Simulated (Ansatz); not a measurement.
## HfC (model cell, started as wurtzite): relaxing the cell for a phonon run

Task: relax HfC (model cell, started as wurtzite) tightly.

Method: DFT PBEsol, scalar-relativistic, plane waves, norm-conserving pseudopotentials, in Ansatz 0.2.0.

The structure was built from a prototype and need not be the compound's stable phase.

### 1. Starting point

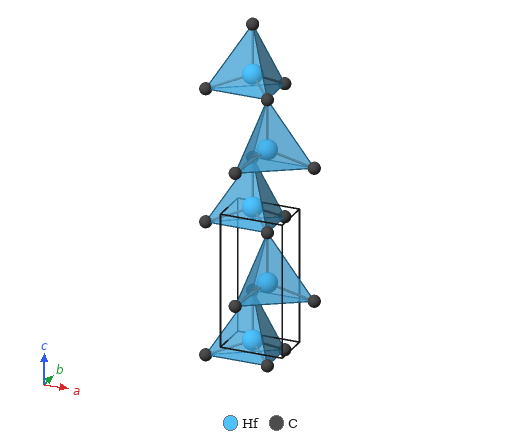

The cell as given, slightly off an axis (hafnium blue, carbon dark grey). 1×1×2 cells are drawn. Some periodic images of atoms are drawn too.

Coordinates:

```cif
data_structure
_symmetry_space_group_name_H-M 'P 1'
_symmetry_Int_Tables_number 1
_cell_length_a 3.3924
_cell_length_b 3.3924
_cell_length_c 5.5398
_cell_angle_alpha 90.000
_cell_angle_beta 90.000
_cell_angle_gamma 120.000
_cell_volume 55.21
loop_
_atom_site_label
_atom_site_type_symbol
_atom_site_fract_x
_atom_site_fract_y
_atom_site_fract_z
_atom_site_occupancy
Hf1 Hf 0.33333 0.66667 0.00000 1
Hf2 Hf 0.66667 0.33333 0.50000 1
C3 C 0.33333 0.66667 0.37500 1
C4 C 0.66667 0.33333 0.87500 1
```

### 2. A coarse first look

A quick single point on a coarse mesh tells whether the cell has a gap and how far it is from rest, which sets the k mesh and smearing that follow.

File input.yaml:

```yaml
crystal:
  lattice:
    - [3.39238, 0.0, 0.0]
    - [-1.69619, 2.93789, 0.0]
    - [0.0, 0.0, 5.53976]
  atoms:
    - { symbol: Hf, position: [0.333333, 0.666667, 0.0] }
    - { symbol: Hf, position: [0.666667, 0.333333, 0.5] }
    - { symbol: C, position: [0.333333, 0.666667, 0.375] }
    - { symbol: C, position: [0.666667, 0.333333, 0.875] }
kpoints:
  mp_grid: { grid: [6, 6, 4] }
hamiltonian:
  xc: pbesol
  pseudopotentials: { kind: nc }
scf:
  occupations: { method: gaussian, width: 0.1 }
output:
  forces: true
  stress: true
  eigenvalues: true
```

Run with:

```
$ ansatz run input.yaml --threads 4 --pin off --max-ram 7168MiB --backend cpu --events-out ev --progress --plain --runs-dir out
```

Numbers of over 12 decimals in the logs are rounded to 6 here.

What it wrote:

```text
[...]
--- Band table (eV; the first three rows and the last of 21) ---
  k-point 0: bands = [... 12 lower, 10.4722, 10.5026, 11.2149, 11.2149, 15.7784, 15.7784, 17.2228, 18.0613]
  k-point 1: bands = [... 12 lower, 10.5332, 10.5332, 11.0512, 11.0512, 16.2291, 16.2291, 17.7763, 18.2856]
  k-point 2: bands = [... 12 lower, 10.7429, 10.7429, 10.7429, 10.7429, 17.3445, 17.3445, 17.3445, 17.3445]
  k-point 20: bands = [... 12 lower, 10.4131, 10.4131, 12.5658, 12.5658, 14.9027, 14.9027, 17.9907, 17.9907]
[key lines of the parts left out:]
SCF converged after 7 iterations
Free energy (F): -3396.459972 eV
Fermi energy:    13.422170 eV
P = ⅓ Tr σ = 23.3799 GPa (233.799 kbar)
```

The job ended after 2.6 s (4 threads of Arm Neoverse V1, shared host; peak memory 0.41 GiB).

A gap read on the k-mesh alone can miss the band edges.

Numbers from this step:

```
pressure           : 23.38 GPa
volume per atom    : 13.80 Å³
gap on the k-mesh  : 0.5808 eV
direct gap on mesh : 1.152 eV
```

The coarse mesh shows a gap of 0.58 eV and a pressure of 23.4 GPa.

### 3. Rough relaxation

A rough relaxation comes first, because large forces or stress need no tight tolerances yet.

Changes to input.yaml since step 2:

```diff
@@ -21 +21,6 @@
   eigenvalues: true
+relax:
+  adjacent_minimum: "off"
+  f_tol: 0.05
+  max_steps: 80
+  cell: { stress_tol: 0.5 }
```

What it wrote:

```text
[...]
Crystal: 4 atoms, lattice volume = 55.212 Å³
Basis set: ecut = 1115.666836 eV, 4639 PW (Γ), exchange–correlation on 80×80×128 points (8 copies of the dense FFT grid, shifted against one another)
Bands: 20, of which v1, the nominal top of the filled ones, is band 16 counted from 1 (15 counted from 0)
Symmetry: 12 space group operations
[...]
cell:  # Å, volume = 57.9899 Å³
    - [3.809046, 0, -8.299913216281455e-18]
    - [-1.904523, 3.298731, 4.149956608140724e-18]
    - [-1.3553760425493668e-17, 0, 4.615184]
  atoms:
    - { symbol: Hf, position: [0.333333, 0.666667, -0.055003] }
    - { symbol: Hf, position: [0.666667, 0.333333, 0.444997] }
    - { symbol: C, position: [0.333333, 0.666667, 0.430003] }
    - { symbol: C, position: [0.666667, 0.333333, 0.930003] }
[key lines of the parts left out:]
SCF converged after 4 iterations
Free energy (F): -3398.014032 eV
Fermi energy:    12.695709 eV
P = ⅓ Tr σ = 0.3098 GPa (3.098 kbar)
```

Run time: 26 s. Hardware: 4 threads; peak memory 0.47 GiB.

The steps of the relaxation:

```csv
step,energy less that of the first step (eV),largest force component (eV/Å),pressure (GPa),volume (Å³)
1,0.0000,0.4871,23.38,55.21
2,-0.5658,0.3887,1.41,60.99
3,-0.8041,0.6124,-1.32,61.11
4,-1.1165,0.7303,-2.19,60.13
5,-1.4240,0.6316,-0.29,58.50
6,-1.4804,0.0895,4.72,57.00
7,-1.5224,0.1718,-1.72,58.39
8,-1.5404,0.0403,-0.27,58.06
9,-1.5408,0.0048,0.05,57.99
10*,-1.5541,0.0050,0.31,57.99
```

Relaxation steps marked * repeat the geometry before them on a plane-wave basis chosen anew for their cell, so energy and pressure can jump there.

Forces are held to the 12 operations that the run works with; a distortion that breaks them can't arise in this run.

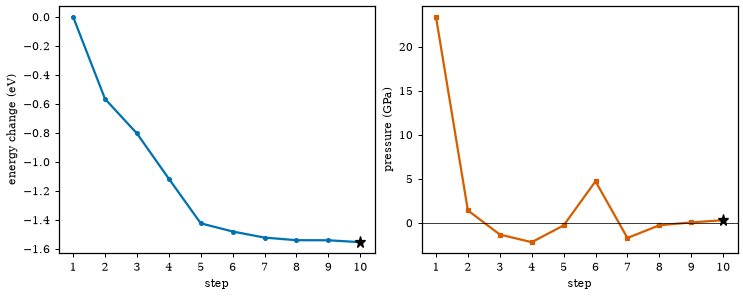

Energy and pressure along the relaxation. Stars mark steps on a basis chosen anew.

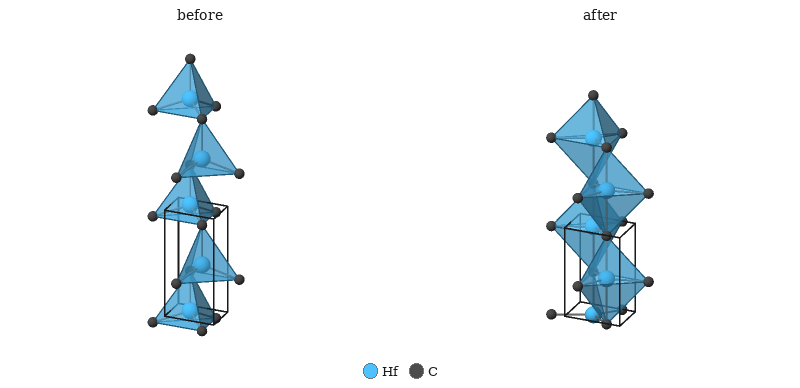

The structure before and after the relaxation, drawn at the same scale.

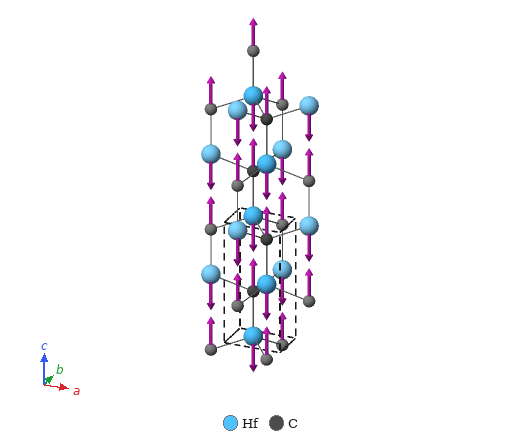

Displacements in the relaxation, exaggerated, measured against the changing cell; the longest in the cell stands for 0.25 Å. 1×1×2 cells are drawn. Some periodic images of atoms are drawn too.

| cell as run | before | after | change |
| --- | --- | --- | --- |
| a (Å) | 3.392 | 3.809 | +12.3 % |
| b (Å) | 3.392 | 3.809 | +12.3 % |
| c (Å) | 5.540 | 4.615 | -16.7 % |
| volume (Å³/atom) | 13.80 | 14.50 | +5.0 % |

The atoms that moved most (Å, as changes of fractional coordinates times the final cell):

```csv
atom,dx,dy,dz,length
C4,0.000,0.000,0.254,0.254
Hf1,0.000,0.000,-0.254,0.254
Hf2,0.000,0.000,-0.254,0.254
C3,0.000,0.000,0.254,0.254
```

The relaxed structure:

```cif
data_structure
_symmetry_space_group_name_H-M 'P 1'
_symmetry_Int_Tables_number 1
_cell_length_a 3.8090
_cell_length_b 3.8090
_cell_length_c 4.6152
_cell_angle_alpha 90.000
_cell_angle_beta 90.000
_cell_angle_gamma 120.000
_cell_volume 57.99
loop_
_atom_site_label
_atom_site_type_symbol
_atom_site_fract_x
_atom_site_fract_y
_atom_site_fract_z
_atom_site_occupancy
Hf1 Hf 0.33333 0.66667 0.94500 1
Hf2 Hf 0.66667 0.33333 0.44500 1
C3 C 0.33333 0.66667 0.43000 1
C4 C 0.66667 0.33333 0.93000 1
```

Numbers from this step:

```
pressure          : 0.3098 GPa
volume per atom   : 14.50 Å³
gap on the k-mesh : 0 eV
```

In this step the volume went from 13.80 to 14.50 Å³/atom.

### 4. Relaxation

The cell and atoms are relaxed, since residual forces and stress would shift the frequencies.

input.yaml, the sections that differ from step 3:

```yaml
crystal:
  lattice:
    - [3.809046303, 0.0, 0.0]
    - [-1.9045231515, 3.2987308626, 0.0]
    - [0.0, 0.0, 4.615183562]
  atoms:
    - { symbol: Hf, position: [0.3333333333, 0.6666666667, -0.0550031513] }
    - { symbol: Hf, position: [0.6666666667, 0.3333333333, 0.4449968487] }
    - { symbol: C, position: [0.3333333333, 0.6666666667, 0.4300031513] }
    - { symbol: C, position: [0.6666666667, 0.3333333333, 0.9300031513] }
kpoints:
  mp_grid: { grid: [12, 12, 10] }
relax:
  adjacent_minimum: "off"
  f_tol: 0.005
  max_steps: 80
  cell: { stress_tol: 0.05 }
# hamiltonian, scf, output: as in step 3
```

What it wrote:

```text
[...]
Crystal: 4 atoms, lattice volume = 57.990 Å³
Basis set: ecut = 1115.666836 eV, 4915 PW (Γ), exchange–correlation on 90×90×108 points (8 copies of the dense FFT grid, shifted against one another)
Bands: 20, of which v1, the nominal top of the filled ones, is band 16 counted from 1 (15 counted from 0)
[... 1 set-up line as in the run before ...]
[...]
k-points: 114 of 1440 (time reversal used)
[...]
SCF iter   1: F=—  HF=-3400.528997 eV  |F-HF|=—  |Δ(HF+E_count)|=         —  Δρ=1.06e-1  dr2=1.01e1  ethr=3.10e-3  ⟨swp⟩=6.8  Hψ=12072  notcnv=0
[...]
SCF iter   8: F=-3398.023385 eV  HF=-3398.023385 eV  |F-HF|=1.30e-9  |Δ(HF+E_count)|=   1.16e-7  Δρ=3.24e-6  dr2=3.31e-9  ethr=3.13e-10  ⟨swp⟩=10.7  Hψ=14667  notcnv=0
SCF 1 converged in 8 iterations: F = -3398.023385 eV  dr2 = 3.31e-9
relax step   1: F+E_penalty+E_count = -3398.02338521 eV  Δ(F+E_penalty+E_count) = +0.000e0 eV  max|allowed force component| = 1.689e-1 eV/Å  Δτ_max = 0.0000 Å  P = +0.313 GPa  Ω = 57.990 Å³  (8 SCF iters, dr2 threshold 1.00e-7 eV, accepted)
Crystal: 4 atoms, lattice volume = 58.064 Å³
Basis set: ecut = 1115.666836 eV, 4891 PW (Γ), exchange–correlation on 90×90×108 points (8 copies of the dense FFT grid, shifted against one another)
[...]
SCF iter   5: F=-3398.027548 eV  HF=-3398.027548 eV  |F-HF|=9.88e-9  |Δ(HF+E_count)|=   5.12e-8  Δρ=8.64e-6  dr2=4.40e-8  ethr=1.25e-9  ⟨swp⟩=8.1  Hψ=13062  notcnv=0
SCF 2 converged in 5 iterations: F = -3398.027548 eV  dr2 = 4.40e-8
relax step   2: F+E_penalty+E_count = -3398.02754776 eV  Δ(F+E_penalty+E_count) = -4.163e-3 eV  max|allowed force component| = 1.241e-1 eV/Å  Δτ_max = 0.0066 Å  P = +0.034 GPa  Ω = 58.064 Å³  energy of the carried Pulay correction = -2.324e-5 eV  (5 SCF iters, dr2 threshold 4.00e-7 eV, accepted)
Crystal: 4 atoms, lattice volume = 57.661 Å³
Basis set: ecut = 1115.666836 eV, 4855 PW (Γ), exchange–correlation on 90×90×108 points (8 copies of the dense FFT grid, shifted against one another)
[...]
SCF iter   5: F=-3398.031000 eV  HF=-3398.031000 eV  |F-HF|=7.33e-9  |Δ(HF+E_count)|=   5.76e-8  Δρ=2.14e-5  dr2=2.33e-7  ethr=1.25e-9  ⟨swp⟩=7.8  Hψ=16017  notcnv=0
SCF 3 converged in 5 iterations: F = -3398.031000 eV  dr2 = 2.33e-7
relax step   3: F+E_penalty+E_count = -3398.03099981 eV  Δ(F+E_penalty+E_count) = -3.452e-3 eV  max|allowed force component| = 1.283e-2 eV/Å  Δτ_max = 0.0208 Å  P = +1.349 GPa  Ω = 57.661 Å³  energy of the carried Pulay correction = +1.033e-4 eV  (5 SCF iters, dr2 threshold 4.00e-7 eV, accepted)
[...]
relax step   4: F+E_penalty+E_count = -3398.03122066 eV  Δ(F+E_penalty+E_count) = -2.208e-4 eV  max|allowed force component| = 3.820e-4 eV/Å  Δτ_max = 0.0075 Å  P = -1.107 GPa  Ω = 58.359 Å³  energy of the carried Pulay correction = -1.155e-4 eV  (5 SCF iters, dr2 threshold 4.00e-7 eV, accepted)
[...]
relax step   5: F+E_penalty+E_count = -3398.03260928 eV  Δ(F+E_penalty+E_count) = -1.389e-3 eV  max|allowed force component| = 1.592e-3 eV/Å  Δτ_max = 0.0017 Å  P = -0.059 GPa  Ω = 58.070 Å³  energy of the carried Pulay correction = -2.504e-5 eV  (5 SCF iters, dr2 threshold 4.00e-7 eV, accepted)
[...]
relax step   6: F+E_penalty+E_count = -3398.03263204 eV  Δ(F+E_penalty+E_count) = -2.275e-5 eV  max|allowed force component| = 7.385e-4 eV/Å  Δτ_max = 0.0007 Å  P = -0.002 GPa  Ω = 58.049 Å³  energy of the carried Pulay correction = -1.859e-5 eV  (4 SCF iters, dr2 threshold 3.29e-8 eV, accepted)
[...]
SCF iter   5: F=-3398.032652 eV  HF=-3398.032652 eV  |F-HF|=1.18e-11  |Δ(HF+E_count)|=  8.64e-11  Δρ=1.55e-7  dr2=2.10e-11  ethr=1.00e-12  ⟨swp⟩=9.1  Hψ=12694  notcnv=0
SCF 7 converged in 5 iterations: F = -3398.032652 eV  dr2 = 2.10e-11
relax step   7: F+E_penalty+E_count = -3398.03265204 eV  Δ(F+E_penalty+E_count) = -2.000e-5 eV  max|allowed force component| = 7.289e-4 eV/Å  Δτ_max = 0.0000 Å  P = -0.002 GPa  Ω = 58.049 Å³  stress off target by 3.22e-3 GPa  SCF on the basis re-selected at this cell (its energy is not comparable with the rows above)  (5 SCF iters)
[...]
SCF converged after 5 iterations
Free energy (F): -3398.032652 eV
[...]
Internal energy: -3398.031350 eV  (E = F + TS)
E sigma→0 (E₀):  -3398.032001 eV
Entropy (-TS):   -0.001302 eV (-0.325 meV/atom)
Fermi energy:    12.611186 eV
[...]
--- Forces (eV/Å), atoms counted from 1 ---
  atom   1  Hf    -0.00000000    -0.00000000    -0.00072896
  atom   2  Hf    -0.00000000     0.00000000    -0.00072896
  atom   3  C      0.00000000    -0.00000000     0.00072874
  atom   4  C      0.00000000     0.00000000     0.00072874
  max |Σ_I F_I| component: 4.39e-7 eV/Å
--- Stress (GPa, compression-positive) ---
       -0.003222       0.000000       0.000000
        0.000000      -0.003222      -0.000000
        0.000000       0.000000       0.001408
  P = ⅓ Tr σ = -0.0017 GPa (-0.017 kbar)
--- Band table (eV; the first three rows and the last of 114) ---
  k-point 0: bands = [... 12 lower, 10.0521, 10.0521, 10.7813, 13.9659, 13.9659, 13.9843, 15.0729, 17.6233]
  k-point 1: bands = [... 12 lower, 10.0033, 10.0033, 10.5611, 13.2644, 14.1573, 14.1573, 15.2802, 17.7162]
  k-point 2: bands = [... 12 lower, 9.8766, 9.8766, 10.0402, 12.0475, 14.6838, 14.6838, 15.5551, 17.9305]
  k-point 113: bands = [... 12 lower, 10.3090, 10.3090, 10.7398, 10.7398, 14.1278, 14.1278, 17.1738, 17.1738]
--- Relaxed structure (6 steps of the walk, 6 accepted, 1 SCFs on fresh bases) ---
[...]
cell:  # Å, volume = 58.0492 Å³
    - [3.818440, 0.0, 0]
    - [-1.909220, 3.306866, 0]
    - [0, 0, 4.597200]
  atoms:
    - { symbol: Hf, position: [0.333333, 0.666667, -0.062337] }
    - { symbol: Hf, position: [0.666667, 0.333333, 0.437663] }
    - { symbol: C, position: [0.333333, 0.666667, 0.437337] }
    - { symbol: C, position: [0.666667, 0.333333, 0.937337] }
```

It took 93 s on 4 threads; peak memory 0.73 GiB; 6.1 min of CPU time.

Step by step:

| step | energy less that of the first step (eV) | largest force component (eV/Å) | pressure (GPa) | volume (Å³) |
| --- | --- | --- | --- | --- |
| 1 | 0.0000 | 0.1689 | 0.31 | 57.99 |
| 2 | -0.0042 | 0.1241 | 0.03 | 58.06 |
| 3 | -0.0076 | 0.0128 | 1.35 | 57.66 |
| 4 | -0.0078 | 0.0004 | -1.11 | 58.36 |
| 5 | -0.0092 | 0.0016 | -0.06 | 58.07 |
| 6 | -0.0092 | 0.0007 | 0.00 | 58.05 |
| 7* | -0.0093 | 0.0007 | 0.00 | 58.05 |

Relaxation steps marked * repeat the geometry before them on a plane-wave basis chosen anew for their cell, so energy and pressure can jump there.

The run keeps the 12 symmetry operations that it works with, so distortions that break them were not tested.

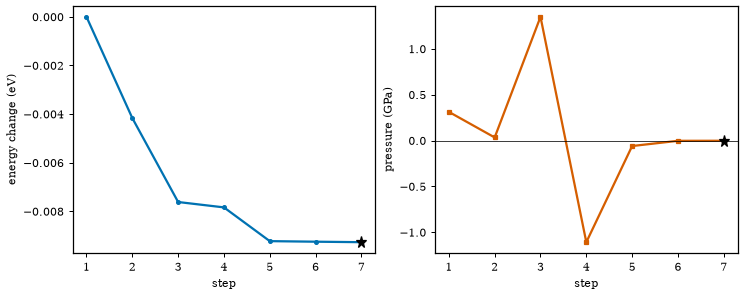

Energy and pressure along the relaxation. Stars mark steps on a basis chosen anew.

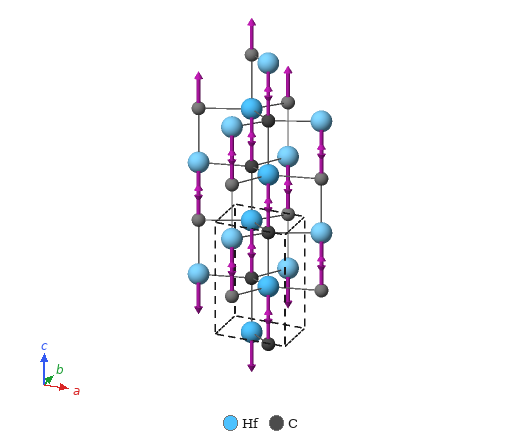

Displacements in the relaxation, exaggerated, measured against the changing cell; the longest in the cell stands for 0.03 Å. 1×1×2 cells are drawn. Some periodic images of atoms are drawn too.

```csv
"conventional cell, symmetrised",before,after,change
a (Å),3.809,3.818,+0.2 %
b (Å),3.809,3.818,+0.2 %
c (Å),4.615,4.597,-0.4 %
volume (Å³/atom),14.50,14.51,+0.1 %
```

The atoms that moved most (Å, as changes of fractional coordinates times the final cell):

| atom | dx | dy | dz | length |
| --- | --- | --- | --- | --- |
| Hf1 | 0.000 | 0.000 | -0.034 | 0.034 |
| C3 | 0.000 | 0.000 | 0.034 | 0.034 |
| C4 | 0.000 | 0.000 | 0.034 | 0.034 |
| Hf2 | 0.000 | 0.000 | -0.034 | 0.034 |

This step gave:

| Quantity | Value |
| --- | --- |
| pressure | -0.001678 GPa |
| volume per atom | 14.51 Å³ |

In this step the volume went from 14.50 to 14.51 Å³/atom.

### 5. Tight relaxation

Phonons need a cell at rest on their own settings, so the relaxation is repeated with tight tolerances on forces and stress on the k mesh and occupations of the first response run.

File input.yaml:

```yaml
crystal:
  lattice:
    - [3.8184403473, 0.0, 0.0]
    - [-1.9092201737, 3.3068663436, 0.0]
    - [0.0, 0.0, 4.5971998689]
  atoms:
    - { symbol: Hf, position: [0.3333333333, 0.6666666667, -0.0623368322] }
    - { symbol: Hf, position: [0.6666666667, 0.3333333333, 0.4376631678] }
    - { symbol: C, position: [0.3333333333, 0.6666666667, 0.4373368322] }
    - { symbol: C, position: [0.6666666667, 0.3333333333, 0.9373368322] }
kpoints:
  mp_grid: { grid: [12, 12, 12] }
hamiltonian:
  xc: pbesol
  pseudopotentials: { kind: nc }
scf:
  occupations: { method: methfessel_paxton, width: 0.2 }
output:
  forces: true
  stress: true
  eigenvalues: true
relax:
  adjacent_minimum: "off"
  f_tol: 0.001
  max_steps: 60
  cell: { stress_tol: 0.01 }
```

What it wrote:

```text
[...]
Crystal: 4 atoms, lattice volume = 58.049 Å³
Basis set: ecut = 1115.666836 eV, 4909 PW (Γ), exchange–correlation on 90×90×108 points (8 copies of the dense FFT grid, shifted against one another)
Bands: 20, of which v1, the nominal top of the filled ones, is band 16 counted from 1 (15 counted from 0)
[... 1 set-up line as in the run before ...]
[...]
--- Relaxed structure (2 steps of the walk, 2 accepted, 1 SCFs on fresh bases) ---
[...]
cell:  # Å, volume = 58.0478 Å³
    - [3.818307, 2.8866497210630076e-11, 0]
    - [-1.909154, 3.306751, 0]
    - [0, 0, 4.597408]
  atoms:
    - { symbol: Hf, position: [0.333333, 0.666667, -0.062345] }
    - { symbol: Hf, position: [0.666667, 0.333333, 0.437655] }
    - { symbol: C, position: [0.333333, 0.666667, 0.437345] }
    - { symbol: C, position: [0.666667, 0.333333, 0.937345] }
[key lines of the parts left out:]
SCF converged after 7 iterations
Free energy (F): -3398.031473 eV
Fermi energy:    12.640171 eV
P = ⅓ Tr σ = -0.0006 GPa (-0.006 kbar)
```

Run time: 51 s. Hardware: 4 threads; peak memory 0.78 GiB.

Little changed from the start: no atom moved by 0.005 Å and no cell edge by 0.1 %.

Numbers from this step:

- pressure: -6.32e-4 GPa

The largest force component left is 0.99 meV/Å and the pressure is -0.001 GPa, within the tolerances set. The cell now holds 14.51 Å³/atom. Within 0.01 Å the structure now has space group P6_3/mmc, not the P6_3mc of the start.

### 6. Summary of results

- space group after relaxation (within 0.01 Å): P6_3/mmc
- lattice constant a: 3.818 Å
- lattice constant b: 3.818 Å
- lattice constant c: 4.597 Å
- volume per atom: 14.5 Å³

What this shows: The largest force component left is 0.99 meV/Å and the pressure is -0.001 GPa, within the tolerances set. The cell now holds 14.51 Å³/atom. Within 0.01 Å the structure now has space group P6_3/mmc, not the P6_3mc of the start. The relaxation keeps the symmetry of its start, so it says nothing on stability against lower symmetry. The relaxed cell left the space group of the starting entry, even within 0.1 Å, so it may not be the phase that the entry, or a measurement on it, describes. Spin-orbit coupling is left out, which can matter for the heavy elements here. The starting cell was built on a prototype and not taken from a measurement, so the phase need not exist.

[Logs are printed without paths, hosts, clocks, repeated set-up lines and the standing remarks that a program may print on its own settings, such as how far it seeks lower states.]

[Hosts, paths, dates, database ids (printed as entryN), source tags and the programs' standing remarks are cut or masked in the printed files.]
